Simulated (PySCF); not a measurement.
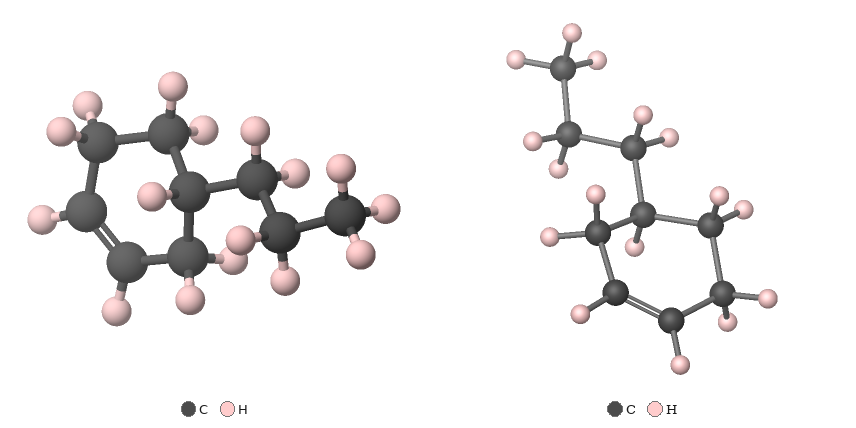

The same structure drawn twice, from different directions.

The geometry was computed by an optimisation with PBE0-D3(BJ)/def2-SVP. No frequency run is at hand to confirm it as a minimum.

Which formula does it have?

Answer. C₉H₁₆, 25 atoms: 9 carbon and 16 hydrogen.

Describe its rings.

Answer. Independent rings (smallest set): 1 of 6 members.

More results for the same structure follow; atom numbers are the same in all pictures, views and colours differ.

Symmetry

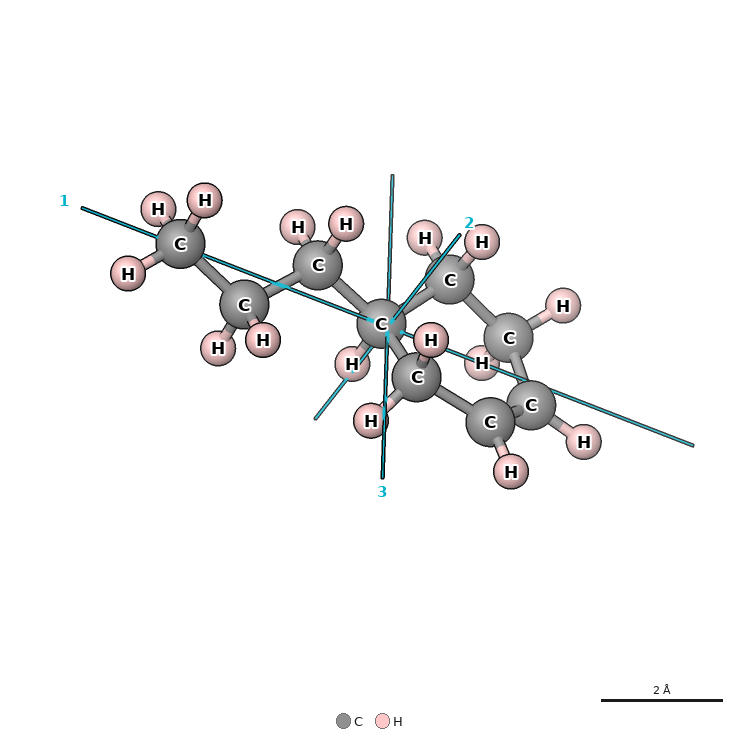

The three principal axes of inertia are drawn and numbered. Distant atoms are faded towards the background colour. No frequency run is at hand to confirm it as a minimum. Masses are those of the most abundant isotopes; constants are for the rigid equilibrium geometry.

Which line is the a axis (least moment of inertia), which b and which c?

Answer. a is line 1, b is line 3, c is line 2; the moments are 128, 632, 723 u Å².

Classify the rotor and give the rotational constants (GHz).

Answer. An asymmetric top (C1): A = 3.95, B = 0.800, C = 0.699 GHz. Ray's parameter κ is −0.94, close to the prolate limit.

Electronic properties

No frequency run is at hand to confirm it as a minimum. Level of theory: PBE0/pcSseg-1 in dimethylsulfoxide (IEF-PCM) (PySCF 2.14.0).

Computed properties:

- dipole moment: 0.41 D
- HOMO energy (Kohn–Sham orbital): −6.89 eV
- LUMO energy (Kohn–Sham orbital): 0.65 eV
- HOMO–LUMO gap: 7.55 eV

Ring current

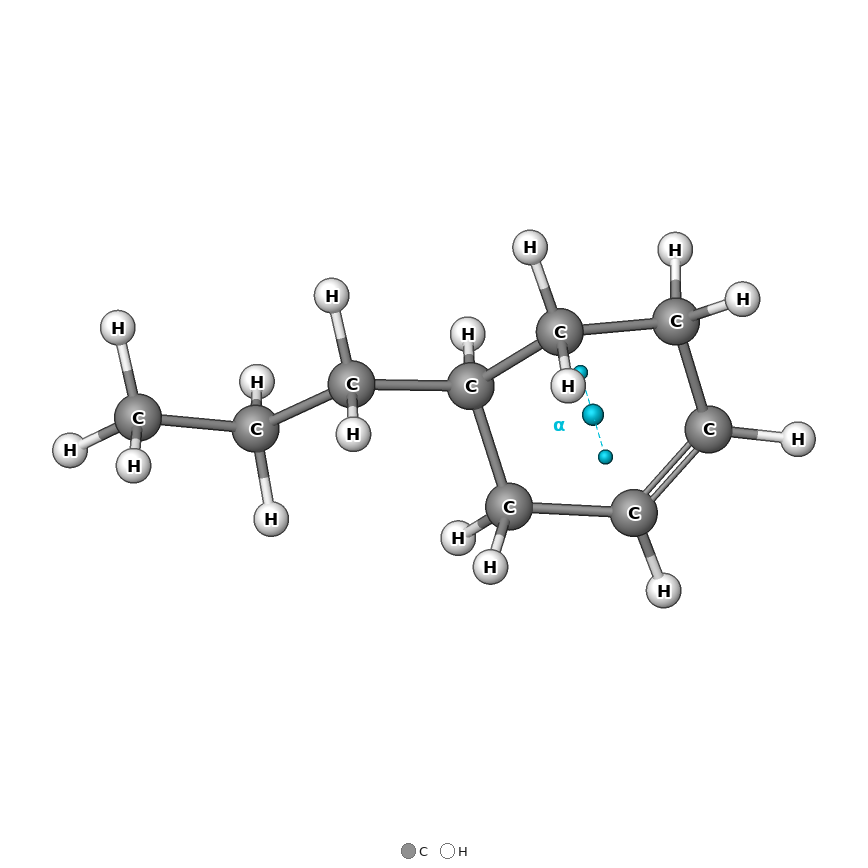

The small points mark where nucleus-independent chemical shifts (NICS) were computed: at the centre of each lettered ring and 1 Å above and below it. No frequency run is at hand to confirm it as a minimum. Level of theory: GIAO PBE0/pcSseg-1 NMR shielding, non-relativistic, IEF-PCM acetone (PySCF 2.14.0).

Give NICS(0), NICS(1) and the out-of-plane component NICS(1)zz for each ring (means of the two sides).

```tsv
ring	members	NICS(0)	NICS(1)	NICS(1)zz
α	C6	−0.6	−2.0	2.3
```

Values in ppm.

What do the values say about the ring currents?

Answer. Ring α: weak, as in a non-aromatic ring. NICS is one index among several.

NMR shielding

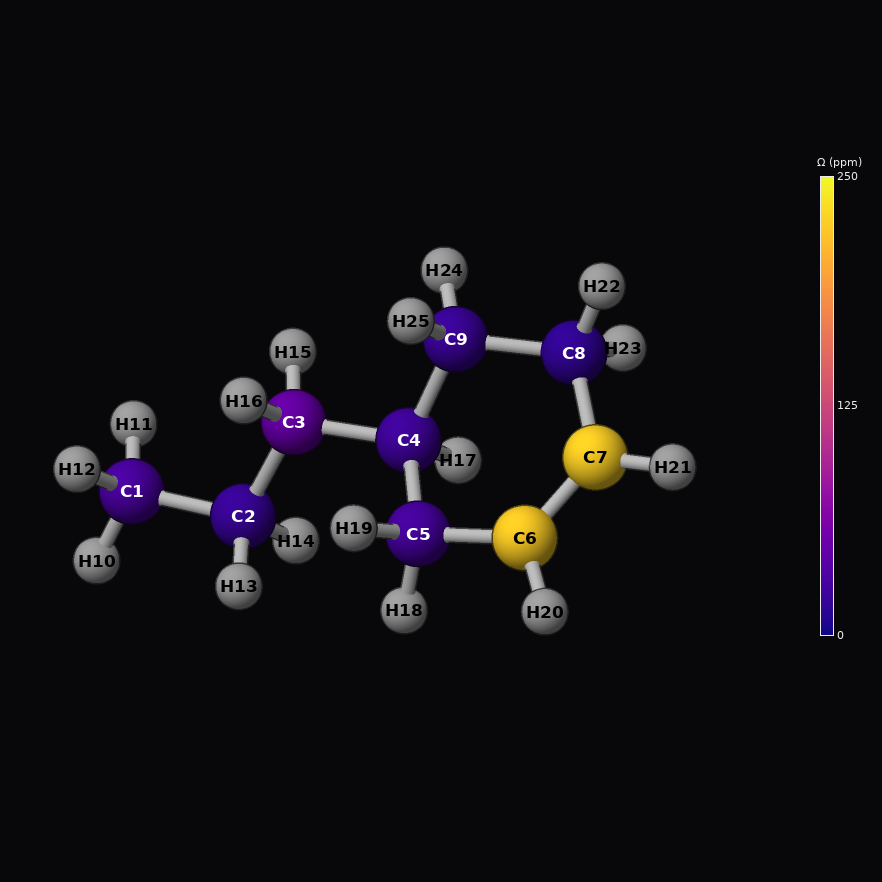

The C atoms are coloured by the span of their shielding tensor. No frequency run is at hand to confirm it as a minimum. Method: GIAO PBE0/pcSseg-1 NMR shielding, non-relativistic, IEF-PCM dimethylsulfoxide (PySCF 2.14.0). Principal shieldings σ11 ≤ σ22 ≤ σ33, span Ω = σ33 − σ11, skew κ = 3(σiso − σ22)/Ω.

Give the shielding tensors of the C atoms.

```
atom    σ11    σ22    σ33   σiso      Ω      κ
  C1  156.6  161.2  187.2  168.3   30.6   0.70
  C2  149.0  164.8  170.1  161.3   21.1  −0.50
  C3  120.5  135.4  169.1  141.7   48.5   0.39
  C4  134.7  153.0  159.4  149.0   24.7  −0.48
  C5  132.1  159.0  161.2  150.8   29.1  −0.85
  C6  −68.0   56.5  156.3   48.2  224.3  −0.11
  C7  −68.3   54.3  157.6   47.9  225.9  −0.09
  C8  146.0  158.7  162.8  155.8   16.8  −0.51
  C9  144.2  145.7  166.2  152.0   22.0   0.86
```

Shieldings and span in ppm.
